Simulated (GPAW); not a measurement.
# Dielectric function and optical constants of WS2 (Tungstenite)

Wanted: where WS2 (Tungstenite) starts to absorb, how strongly, and its refractive index. The cell comes from an older database entry, whose edges can differ from later determinations, mostly by under a per cent.

Program: GPAW 26.7.0. Level of theory: DFT, LDA, plane-wave PAW (GPAW data sets), scalar-relativistic, RPA, optical limit. Results are calculated unless marked as measured.

The database entry behind the starting cell differs from later determinations by our own check (an axis about 1.4 % long against later determinations), so it need not match the best structure at ambient conditions.

### Step 1. Starting point

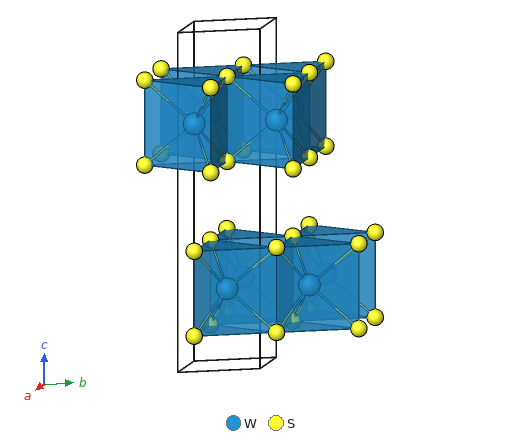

Start, viewed slightly off an axis; tungsten blue, sulfur yellow. 2×2×1 cells are drawn. Some periodic images of atoms are drawn too.

### Step 2. Ground state

First the ground state: is it a metal or has it a gap?

This step: DFT, LDA, plane-wave PAW (GPAW data sets), scalar-relativistic, ground state (GPAW 26.7.0).

The input, gs.py:

```python
from ase import Atoms
from ase.dft.bandgap import bandgap
from gpaw import GPAW, PW, FermiDirac

atoms = Atoms(['W', 'W', 'S', 'S', 'S', 'S'],
              cell=[[3.180000000000, 0.000000000000, 0.000000000000],
                    [-1.590000000000, 2.753960784000, 0.000000000000],
                    [0.000000000000, 0.000000000000, 12.500000000000]],
              scaled_positions=[[0.666666666700, 0.333333333300, 0.750000000000],
                                [0.333333333300, 0.666666666700, 0.250000000000],
                                [0.666666666700, 0.333333333300, 0.375000000000],
                                [0.333333333300, 0.666666666700, 0.875000000000],
                                [0.666666666700, 0.333333333300, 0.125000000000],
                                [0.333333333300, 0.666666666700, 0.625000000000]],
              pbc=[True, True, True])
atoms.calc = GPAW(mode=PW(500), xc='LDA', kpts={'size': (9, 9, 2), 'gamma': True},
                  occupations=FermiDirac(0.05), maxiter=150, txt='gs.txt')
print('energy (eV)', atoms.get_potential_energy())
print('Fermi level (eV)', atoms.calc.get_fermi_level())
print('valence electrons', atoms.calc.get_number_of_electrons())
print('gap (eV)', bandgap(atoms.calc, output=None)[0])
print('direct gap (eV)', bandgap(atoms.calc, direct=True, output=None)[0])
atoms.calc.write('gs.gpw')
```

Run with:

```bash
> OMP_NUM_THREADS=1 python gs.py
```

Numbers of over 12 decimals in the logs are rounded to 6 here.

What it wrote:

```text
__  _  _
 | _ |_)|_||  |
 |__||  | ||/\| - 26.7.0

Versions:
  Python: 3.12.14
  ASE:    3.29.0
  Numpy:  2.5.5
  Scipy:  1.18.1
  Libxc:  7.0.0

Input parameters:
  mode=PW(ecut=500.0),
  kpts=MonkhorstPack(size=(9, 9, 2), gamma=True),
  maxiter=150,
  occupations=Occupations(name='fermi-dirac', width=0.05, fixmagmom=False),
  xc=XC(name='LDA')

Diagonalizing LCAO Hamiltonian
Converting LCAO to pw mode

        S

           W
        S

           S
        W

           S

Atoms  # Å, Bohr magnetons
|   | symbol |         x |        y |         z |    initial magnetic moments |
| 0 |      W |  1.590000 | 0.917987 |  9.375000 | ( 0.0000,  0.0000,  0.0000) |
| 1 |      W | -0.000000 | 1.835974 |  3.125000 | ( 0.0000,  0.0000,  0.0000) |
| 2 |      S |  1.590000 | 0.917987 |  4.687500 | ( 0.0000,  0.0000,  0.0000) |
| 3 |      S | -0.000000 | 1.835974 | 10.937500 | ( 0.0000,  0.0000,  0.0000) |
| 4 |      S |  1.590000 | 0.917987 |  1.562500 | ( 0.0000,  0.0000,  0.0000) |
| 5 |      S | -0.000000 | 1.835974 |  7.812500 | ( 0.0000,  0.0000,  0.0000) |

Unit cell  # Å
| periodic |         x |        y |         z |   lengths |     angles |
|      yes |  3.180000 | 0.000000 |  0.000000 |  3.180000 |  90.000000 |
|      yes | -1.590000 | 2.753961 |  0.000000 |  3.180000 |  90.000000 |
|      yes |  0.000000 | 0.000000 | 12.500000 | 12.500000 | 120.000000 |

Number of symmetries: 12
Symmetry operations  # r_c * U_cc + t_c -> r_c
|    | kind |            matrix            |
|  0 |  σ   |  1, 1, 0,  0,-1, 0,  0, 0, 1 |
|  1 |  S6  |  1, 1, 0, -1, 0, 0,  0, 0,-1 |
|  2 |  E   |  1, 0, 0,  0, 1, 0,  0, 0, 1 |
|  3 |  C2  |  1, 0, 0, -1,-1, 0,  0, 0,-1 |
|  4 |  C2  |  0, 1, 0,  1, 0, 0,  0, 0,-1 |
|  5 |  C3  |  0, 1, 0, -1,-1, 0,  0, 0, 1 |
|  6 |  S6  |  0,-1, 0,  1, 1, 0,  0, 0,-1 |
|  7 |  σ   |  0,-1, 0, -1, 0, 0,  0, 0, 1 |
|  8 |  σ   | -1, 0, 0,  1, 1, 0,  0, 0, 1 |
|  9 |  i   | -1, 0, 0,  0,-1, 0,  0, 0,-1 |
| 10 |  C3  | -1,-1, 0,  1, 0, 0,  0, 0, 1 |
| 11 |  C2  | -1,-1, 0,  0, 1, 0,  0, 0,-1 |

BZ-sampling:
  Number of BZ points: 162
  Number of IBZ points: 24

  Monkhorst-Pack size: [9, 9, 2]
  Monkhorst-Pack shift: [0.0, 0.0, 0.25]

K-points  # in reciprocal-cell coordinates
|     |                                coordinates |     weight |
|   0 | (  0.00000000,   0.00000000,   0.00000000) | 0.00617284 |
|   1 | (  0.00000000,   0.00000000,   0.50000000) | 0.00617284 |
|   2 | (  0.11111111,   0.00000000,   0.00000000) | 0.03703704 |
|   3 | (  0.11111111,   0.00000000,   0.50000000) | 0.03703704 |
|   4 | (  0.22222222,  -0.11111111,   0.00000000) | 0.03703704 |
|   5 | (  0.22222222,  -0.11111111,   0.50000000) | 0.03703704 |
|   6 | (  0.22222222,   0.00000000,   0.00000000) | 0.03703704 |
|   7 | (  0.22222222,   0.00000000,   0.50000000) | 0.03703704 |
|   8 | (  0.33333333,  -0.11111111,   0.00000000) | 0.07407407 |
|   9 | (  0.33333333,  -0.11111111,   0.50000000) | 0.07407407 |
| ... |                                            |            |
|  23 | (  0.44444444,   0.44444444,   0.50000000) | 0.03703704 |

Plane wave coefficients: 2802
Cutoff: 500.0 eV

Spin-components: 1 (collinear spins)
Bands:           36
Projectors:      32
Spin-degeneracy: 2
Datatype:        complex128

Parallelization:
  kpt:    1
  domain: 1
  band:   1

Density:
  Valence electrons: 52.0
  Components: 1
  Grid points: [18 18 70]
  Charge: 0.0  # |e|

Potential:
  Grid points: [18 18 70]

species:
  W:
    name:    Tungsten
    id:
    Z:       74.0
    valence: 14
    core:    60
    charge:  0.0  # [|e|]
    compensation charges:
      type: gauss
      rc: 0.40  # [Å]
      lmax: 2
    cutoffs:
      filter: 2.36  # [Å]
      core: 3.02  # [Å]
    projectors
    | kind |    occ | energy [eV] | rcut [Å] |
    |   5s |  2.000 |     -79.053 |    1.344 |
    |   6s |  2.000 |      -5.886 |    1.344 |
    |   5p |  6.000 |     -43.417 |    1.355 |
    |   6p |  0.000 |      -1.469 |    1.355 |
    |   5d |  4.000 |      -4.693 |    1.228 |
    |    d |        |      22.518 |    1.228 |

    Using partial waves for W as LCAO basis

  S:
    name:    Sulfur
    id:
    Z:       16.0
    valence: 6
    core:    10
    charge:  0.0  # [|e|]
    compensation charges:
      type: gauss
      rc: 0.24  # [Å]
      lmax: 2
    cutoffs:
      filter: 1.77  # [Å]
      core: 1.66  # [Å]
    projectors
    | kind |    occ | energy [eV] | rcut [Å] |
    |   3s |  2.000 |     -17.278 |    0.974 |
    |   3p |  4.000 |      -7.106 |    0.979 |
    |    s |        |       9.933 |    0.974 |
    |    p |        |      20.105 |    0.979 |
    |    d |        |       0.000 |    0.900 |

    Using partial waves for S as LCAO basis

Reference energy: -920330.548201  # eV

eigensolver:
  PPCG
  Converge bands: occupied
  niter=2

density mixing:
  MSR1-Mixer
  Pratt-step length: 0.05
  Maximum mixing coefficient: 0.75
  Old densities: 10
  SVD Regularization: 0.005
  Good broyden scale: 1.0
  Trust region scale: 1.0
  Backstep threshold: 4.0
  History deletion threshold: 6.0
  Fourier metric: weight=20.0, sigma=0.015

occupation numbers:
  Fermi-Dirac:
    width: 0.0500  # eV

poisson solver:
  ecut: 4000.0  # eV

xc functional:
  name: None

convergence criteria:
- Maximum [total energy] change in last 3 cyles: 0.0005 eV / valence electron
- Maximum integral of absolute [dens]ity change: 0.0001 electrons / valence electron
- Maximum integral of absolute [eigenst]ate change: 4e-08 eV^2 / valence electron
maximum number of iterations: 150

SCF iterations
|iter     |      energy | eigst |  dens |
|iter:   1||  -50.477054 | +0.22 |       |
|iter:   2||  -50.473436 | -1.53 | -1.19 |
|iter:   3||  -50.341886 | -1.16 | -1.23 |
|iter:   4||  -49.868513 | -1.66 | -1.38 |
|iter:   5||  -49.828405 | -2.49 | -1.77 |
|iter:   6||  -49.829414 | -3.72 | -2.12 |
|iter:   7||  -49.829499c| -4.79 | -2.94 |
|iter:   8||  -49.829485c| -5.96 | -3.54 |
|iter:   9||  -49.829485c| -7.27 | -4.37c|
|iter:  10||  -49.829485c| -8.00c| -5.03c|

Converged in 10 steps
SCF loop duration: 124.924 s (12.492 s/step)
Energy contributions relative to reference atoms: (reference = -920330.548201)

Energy contributions:
  Kinetic:          24.150773
  Coulomb:         -28.773459
  Zero:              0.080587
  External:          0.000000
  Xc:              -45.287386
  Entropy:          -0.000001
  Spinorbit:         0.000000
  ----------------------------
  Free energy:     -49.829485
  Extrapolated:    -49.829485

dipole moment: (0.000004, 0.000006, 0.000029)  # |e|*Ang

Fermi level: 8.643
Eigenvalues  # (at kpt = [0.000, 0.000, 0.000])
| band index |      eig [eV] | occ [0-2] |
|          0 |       -66.235 |     2.000 |
|        ... |               |           |
|         18 |         4.654 |     2.000 |
|         19 |         5.874 |     2.000 |
|         20 |         5.874 |     2.000 |
|         21 |         5.917 |     2.000 |
|         22 |         5.917 |     2.000 |
|         23 |         6.652 |     2.000 |
|         24 |         7.030 |     2.000 |
|         25 |         8.176 |     2.000 |
|         26 |        10.400 |     0.000 |
|         27 |        10.400 |     0.000 |
|         28 |        10.408 |     0.000 |
|         29 |        10.408 |     0.000 |
|         30 |        10.519 |     0.000 |
|         31 |        10.519 |     0.000 |
|         32 |        10.674 |     0.000 |
|         33 |        10.674 |     0.000 |
|        ... |               |           |
|         35 |        12.951 |     0.000 |

Gap: 1.067 eV
Transition (v -> c):
  (s=0, k=0, n=25, [0.00, 0.00, 0.00]) -> (s=0, k=8, n=26, [0.33, -0.11, 0.00])
Direct/indirect transitions are different
Direct gap: 1.718 eV
Transition at: (s=0, k=12, n=25, [0.33, 0.33, 0.00])

--- standard output ---
energy (eV) -49.829485
Fermi level (eV) 8.642548
valence electrons 52.0
gap (eV) 1.067294
direct gap (eV) 1.718061
```

Wall time 2.3 min (1 thread of Intel Xeon at 2.50GHz (Skylake/Cascade Lake), shared host); peak memory 0.21 GiB.

This step gave:

* energy: -49.83 eV
* Fermi energy: 8.643 eV
* gap on the k-mesh: 1.067 eV
* direct gap on the mesh: 1.718 eV
* electrons: 52

There is a gap, 1.07 eV on this mesh (points off the mesh can give less), so no carriers' term is needed.

### Step 3. Bands for the response

The response needs many more empty bands than the density does.

This step: DFT, LDA, plane-wave PAW (GPAW data sets), scalar-relativistic, bands at fixed density (GPAW 26.7.0).

The input, nscf.py:

```python
from ase.dft.bandgap import bandgap
from gpaw import GPAW, FermiDirac

calc = GPAW('gs.gpw').fixed_density(kpts={'size': (12, 12, 3), 'gamma': True}, nbands=81, convergence={'bands': 75},
                                    occupations=FermiDirac(0.001), txt='nscf.txt')
print('gap (eV)', bandgap(calc, output=None)[0])
print('direct gap (eV)', bandgap(calc, direct=True, output=None)[0])
print('top band over the Fermi level (eV)', min(calc.get_eigenvalues(kpt=k)[74] for k in range(len(calc.get_ibz_k_points()))) - calc.get_fermi_level())
calc.write('full.gpw', mode='all')
```

Run with:

```bash
> OMP_NUM_THREADS=1 python nscf.py
```

What it wrote:

```text
Diagonalizing LCAO Hamiltonian
Converting LCAO to pw mode
convergence criteria:
- Maximum integral of absolute [eigenst]ate change: 4e-08 eV^2 / valence electron
maximum number of iterations: 150

SCF iterations
|iter     |      energy | eigst |  dens |
|iter:   1||             | +3.33 |       |
|iter:   2||             | +2.13 |       |
|iter:   3||             | +1.21 |       |
|iter:   4||             | +0.34 |       |
|iter:   5||             | -0.29 |       |
|iter:   6||             | -0.85 |       |
|iter:   7||             | -1.38 |       |
|iter:   8||             | -1.86 |       |
|iter:   9||             | -2.37 |       |
|iter:  10||             | -2.86 |       |
|iter:  11||             | -3.41 |       |
|iter:  12||             | -3.93 |       |
|iter:  13||             | -4.49 |       |
|iter:  14||             | -5.03 |       |
|iter:  15||             | -5.58 |       |
|iter:  16||             | -6.12 |       |
|iter:  17||             | -6.62 |       |
|iter:  18||             | -7.07 |       |
|iter:  19||             | -7.50c|       |
SCF steps: 19
  __  _  _
 | _ |_)|_||  |
 |__||  | ||/\| - 26.7.0

Versions:
  Python: 3.12.14
  ASE:    3.29.0
  Numpy:  2.5.5
  Scipy:  1.18.1
  Libxc:  7.0.0

Input parameters:
  mode=PW(ecut=500.0),
  convergence={'bands': 75},
  gpts=array([18, 18, 70]),
  kpts=MonkhorstPack(size=(12, 12, 3), gamma=True),
  maxiter=150,
  nbands=81,
  occupations=Occupations(name='fermi-dirac', width=0.001, fixmagmom=False),
  parallel={},
  xc=XC(name='LDA')

--- standard output ---
gap (eV) 0.968702
direct gap (eV) 1.718061
top band over the Fermi level (eV) 23.510860
```

It took 15 min on 1 thread; peak memory 0.4 GiB.

Read-outs, printed or worked out from the files:

```
gap on the k-mesh : 0.9687 eV
```

### Step 4. Dielectric function, RPA

Local fields let the induced charge screen the field inside the cell, which as a rule lowers ε, most along directions where the density is uneven.

This step: DFT, LDA, plane-wave PAW (GPAW data sets), scalar-relativistic, RPA, optical limit (GPAW 26.7.0).

The input, df.py:

```python
from gpaw.response.df import DielectricFunction

df = DielectricFunction('full.gpw', frequencies={'type': 'nonlinear', 'domega0': 0.03, 'omega2': 8},
                        ecut=50,
                        eta=0.15,
                        nbands=75,
                        txt='df.txt')
for direction in ['x', 'z']:
    df.get_dielectric_function(xc='RPA', direction=direction, filename=f'df_{direction}.csv')
```

Run with:

```bash
> OMP_NUM_THREADS=1 python df.py
```

What it wrote:

```text
Using integrator: PointIntegrator
NonLinearFrequencyDescriptor(from 0.000 to 100.485 eV, 541 points)
Nonperiodic BCs:  [False False False]
Using integrator: PointIntegrator
NonLinearFrequencyDescriptor(from 0.000 to 100.485 eV, 541 points)
Nonperiodic BCs:  [False False False]

Calculating chi0 body with:
    Ground state adapter containing:
    Number of spins: 1
    Number of kpoints: 432
    Number of irreducible kpoints: 50
    Number of completely occupied states: 26
    Number of partially occupied states: 26

    Linear response parametrization:
    q_c: [0.0, 0.0, 0.0]
    Number of frequency points: 541
    Planewave cutoff: 50.0
    Number of bands: 75
    Number of planewaves: 81
    Broadening (eta): 0.15

Integrating chi0 body.

Symmetries of q_c:
    Direct symmetries (Uq -> q): 12
    Indirect symmetries (TUq -> q): 0
In total 12 allowed symmetries.

50 groups of equivalent kpoints. 88.425926% reduction.

Integral kind: spectral function

Calculating chi0 optical extensions with:
    Ground state adapter containing:
    Number of spins: 1
    Number of kpoints: 432
    Number of irreducible kpoints: 50
    Number of completely occupied states: 26
    Number of partially occupied states: 26

    Linear response parametrization:
    Number of frequency points: 541
    Planewave cutoff: 50.0
    Number of bands: 75
    Number of planewaves: 81
    Broadening (eta): 0.15
Integrating chi0 head and wings.

Symmetries of q_c:
    Direct symmetries (Uq -> q): 12
    Indirect symmetries (TUq -> q): 0
In total 12 allowed symmetries.

50 groups of equivalent kpoints. 88.425926% reduction.

Integral kind: spectral function wings
```

Run time: 3.1 min. Hardware: 1 thread; peak memory 0.42 GiB.

Numbers from this step:

| Item | Value |
| --- | --- |
| electronic dielectric constant ε∞, mean over x, y and z (by symmetry where fewer were run) | 10.25 |
| main peak of Im epsilon, first axis | 3.345 eV |

The Im ε has structure finer than the step of the table below, so its rows give means over 1 eV, whole bins alone (the curve runs from 0 to 14.0 eV). Peaks (eV: height): E ∥ x 3.3: 16.1; E ∥ z 2.7: 3.60, 9.5: 6.05, 11.5: 7.67.

Values under the direct gap are tails of Lorentzian lines. Im ε against photon energy; means over each step:

```
photon energy (eV)  E ∥ x   E ∥ z
                 1  0.469  0.0669
                 2   4.76   0.506
                 3   14.6    3.22
                 4   13.3    2.42
                 5   11.4    2.20
                 6   8.65    2.41
                 7   6.33    2.91
                 8   4.28    3.68
                 9   3.87    5.17
                10   3.38    5.61
                11   3.36    6.12
                12   2.68    5.32
                13   2.11    2.70
```

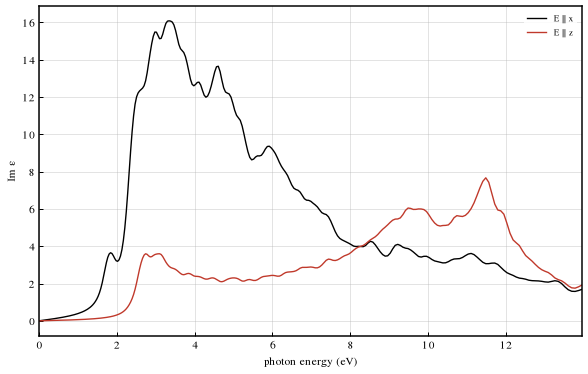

Im ε against photon energy.

The Re ε by photon energy:

```csv
photon energy (eV),E ∥ x,E ∥ z
0,12.7,5.44
1,13.7,5.63
2,16.8,6.56
3,12.7,5.63
4,4.66,4.36
5,0.111,4.40
6,-0.689,4.54
7,-1.60,4.57
8,-1.30,4.81
9,-0.377,4.33
10,-0.836,1.90
11,-0.586,1.98
12,-1.37,-2.12
13,-0.967,-1.41
```

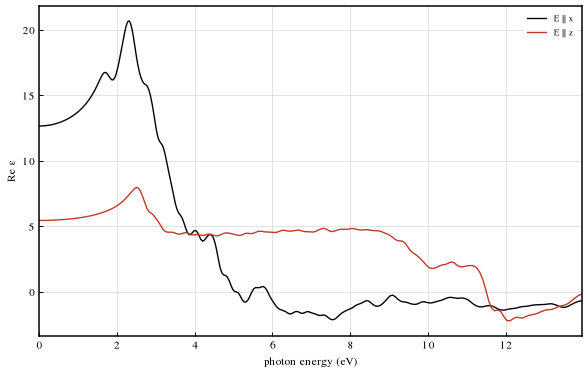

Re ε against photon energy.

Table of refractive index n and extinction k by photon energy:

| photon energy (eV) | n, E ∥ x | k, E ∥ x | n, E ∥ z | k, E ∥ z |
| --- | --- | --- | --- | --- |
| 0 | 3.56 | 0 | 2.33 | 0 |
| 2 | 4.12 | 0.390 | 2.56 | 0.0611 |
| 4 | 3.01 | 2.10 | 2.16 | 0.555 |
| 6 | 2.07 | 2.23 | 2.20 | 0.553 |
| 8 | 1.23 | 1.68 | 2.33 | 0.782 |
| 10 | 1.16 | 1.48 | 1.99 | 1.44 |
| 12 | 0.890 | 1.47 | 1.35 | 1.99 |

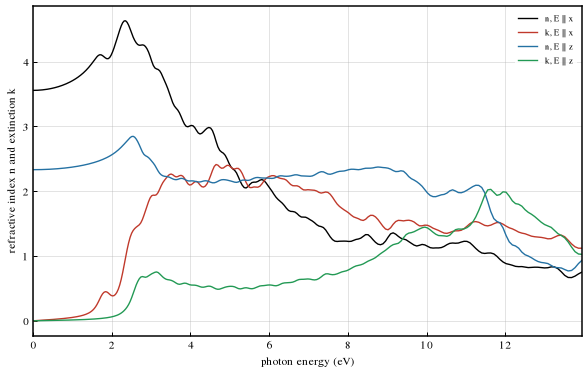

Refractive index n and extinction k against photon energy.

The Im ε, E ∥ x has structure finer than the step of the table below, so its rows give means over 1 eV, whole bins alone (the curve runs from 0 to 14.0 eV). Peaks (eV: height): without local fields 2.9: 16.6, 4.6: 14.4; with local fields 3.3: 16.1.

Values under the direct gap are tails of Lorentzian lines. Im ε, E ∥ x against photon energy; means over each step:

```
photon energy (eV)  without local fields  with local fields
                 1                 0.530              0.469
                 2                  5.78               4.76
                 3                  15.3               14.6
                 4                  12.6               13.3
                 5                  12.0               11.4
                 6                  9.50               8.65
                 7                  6.70               6.33
                 8                  4.51               4.28
                 9                  4.16               3.87
                10                  4.03               3.38
                11                  4.10               3.36
                12                  3.15               2.68
                13                  2.53               2.11
```

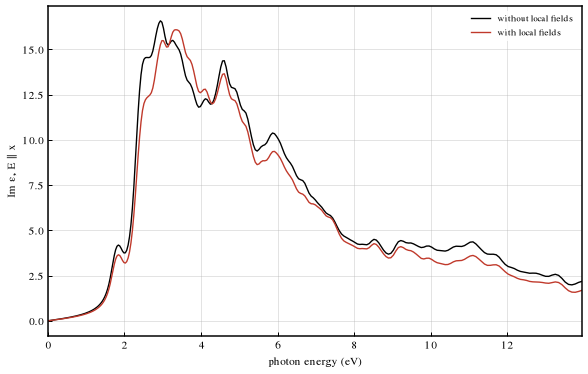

Im ε, E ∥ x against photon energy.

The reflectivity at normal incidence has structure finer than the step of the table below, so its rows give means over 1 eV, whole bins alone (the curve runs from 0 to 14.0 eV). Peaks (eV: height): E ∥ x 3.4: 44.9, 4.7: 44.7, 6.1: 43.1, 7.6: 43.0, 8.6: 35.1, 11.9: 38.1, 13.5: 38.7; E ∥ z 2.6: 24.1, 12.1: 43.5.

Table of reflectivity at normal incidence by photon energy; means over each step:

```csv
photon energy (eV),E ∥ x (%),E ∥ z (%)
1,33.3,16.6
2,39.1,19.7
3,44.0,21.0
4,42.1,16.2
5,43.5,15.7
6,41.6,16.6
7,41.6,18.1
8,37.0,20.4
9,32.2,24.5
10,31.7,26.7
11,31.3,29.2
12,36.4,41.4
13,34.6,38.6
```

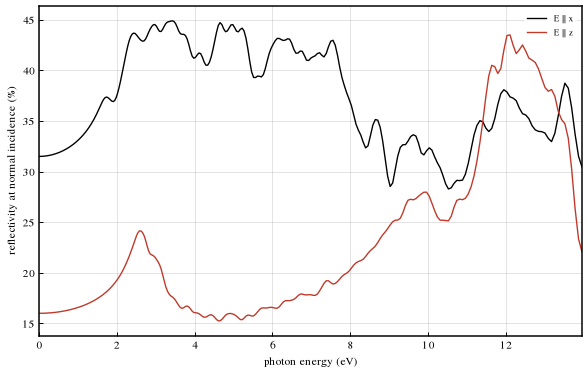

Reflectivity at normal incidence against photon energy.

From ε follow the optical constants at some laser and lamp lines:

```
wavelength (nm)   n x    k x  R (%) x   1/α x   n z    k z  R (%) z   1/α z
           1550  3.65  0.037     32.5  3.3 µm  2.36  0.010     16.4   13 µm
           1064  3.77  0.070     33.7  1.2 µm  2.39  0.016     16.8  5.1 µm
            800  4.02  0.184     36.2  346 nm  2.44  0.028     17.6  2.3 µm
            532  4.63  0.902     43.0   47 nm  2.74  0.166     21.7  254 nm
            450  4.26  1.531     43.2   23 nm  2.64  0.679     23.0   53 nm
            308  3.02  2.102     41.3   12 nm  2.16  0.552     16.0   44 nm
            248  2.41  2.389     44.4  8.3 nm  2.16  0.532     15.9   37 nm
```

Below the direct gap, k and the depth come from the tails of the Lorentzian lines, not from transitions.

Rows near the edge hang on the gap, which this functional as a rule makes too small, and phonon-assisted absorption is left out.

### Step 5. Outcome

| Quantity | Value |
| --- | --- |
| electronic dielectric constant ε∞, mean over x, y and z (by symmetry where fewer were run) (RPA) | 10.3 |
| main peak of Im epsilon, first axis | 3.34 eV |

**Reading.** At this level (LDA, RPA) WS2 has a mean ε∞ = 10.3 and n = 3.65 at 1550 nm (E ∥ x), and Im ε peaks at 3.3 eV (E ∥ x). On the mesh the gap is 0.97 eV and the least direct gap 1.72 eV, so on this mesh the band edges lie at different points. Local fields change the static value along x from 13.43 to 12.65 (-6 %). Distinct maxima of Im ε, read by a parabola through the highest points, lie at 3.34 eV (16), 4.59 eV (14) and 5.90 eV (9.4) for E ∥ x. The static values by axis are 12.65 (x), 5.44 (z). Excitons and phonon-assisted transitions are missing; LDA gaps are as a rule too small, which pulls the onset down and ε∞ up. Spin-orbit coupling is left out although heavy atoms are present. The sum runs over mesh points, so small or evenly spaced maxima can still be ripples of the mesh. In this version of GPAW the matrix elements of the optical limit are incomplete, which can lower ε − 1 by up to a tenth where first-row anions or d states rule, and shift it by more in d metals.

[Machine, clock and banner lines and Python warnings are left out of the logs.]

[Logs are printed without paths, hosts, clocks, repeated set-up lines and the standing remarks that a program may print on its own settings, such as how far it seeks lower states.]

[Hosts, paths, dates, database ids (printed as entryN), source tags and the programs' standing remarks are cut or masked in the printed files.]
